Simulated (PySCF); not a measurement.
# NiCl (doublet): what the fields show

```yaml
atoms:
  - { symbol: Ni, position_ang: [0.0000, 0.0000, -0.7882] }
  - { symbol: Cl, position_ang: [0.0000, 0.0000, 1.3058] }
```

Computed with PBE0/def2-TZVPP, non-relativistic Hamiltonian with scalar-relativistic core potentials where named, at a bond length of 2.094 Å in PySCF.

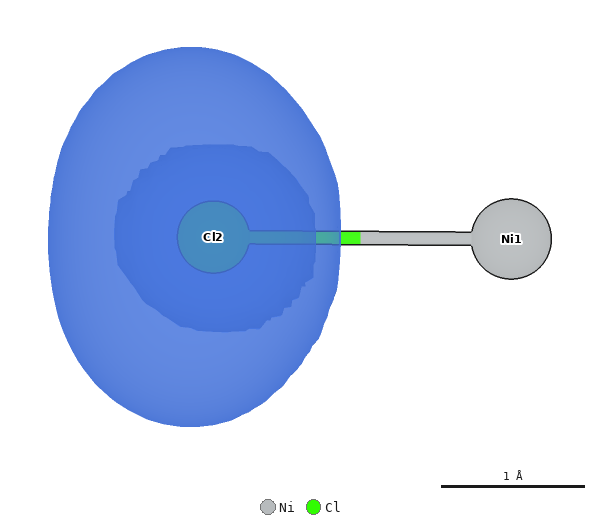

Figure 1. Isosurface of the ELF at 0.75 (blue), seen from one side. Core shells and regions of very low density are left out.

What do the ELF domains correspond to?

Answer. The surface consists of one region wrapped around Cl (its valence shell). Along the contacts the grid gives the following. Ni–Cl (2.09 Å): the ELF peaks at about 0.80 in the valence shell of Cl, 0.8 Å from its nucleus, and is about 0.40 at the midpoint.

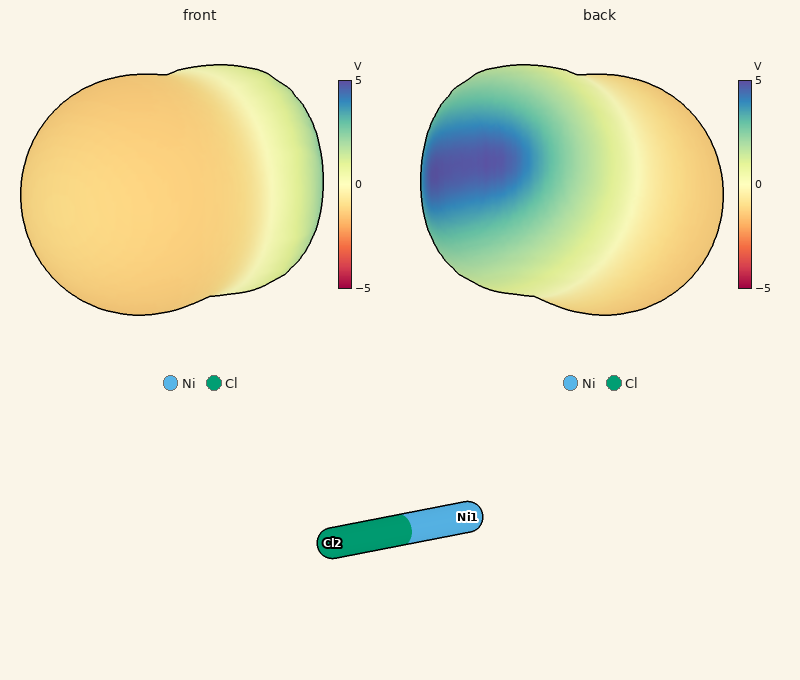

Figure 2. The electrostatic potential painted on the density surface at 0.002 e/bohr³, seen from the front and from behind; red is negative and blue positive. The bare structure is drawn below in the same view.

Which sites attract a positive test charge, and which a negative one?

Answer. A positive charge is drawn to the negative regions and a negative charge to the positive ones. The most negative region (about −1.4 V) lies over Cl2, the most positive (about +4.8 V) over Ni1.

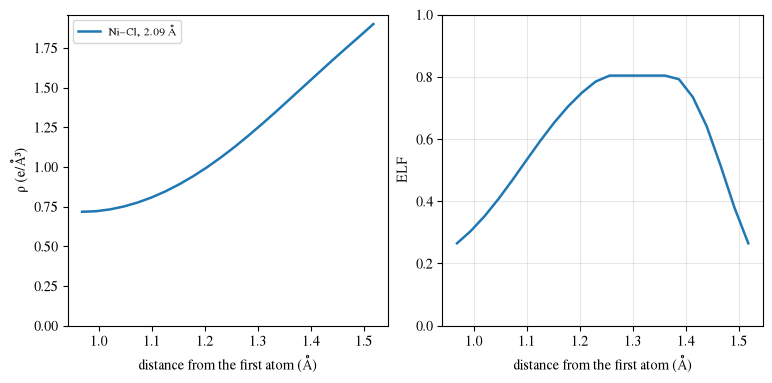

Figure 3. Electron density and electron localisation function along straight lines between neighbouring atoms. The curves leave out the atomic cores.

What can be read from the curves?

Answer. Ni–Cl (2.09 Å): ρ at the midpoint is about 0.75 e/Å³; the ELF peaks at about 0.80 in the valence shell of Cl, 0.8 Å from its nucleus, and is about 0.40 at the midpoint.
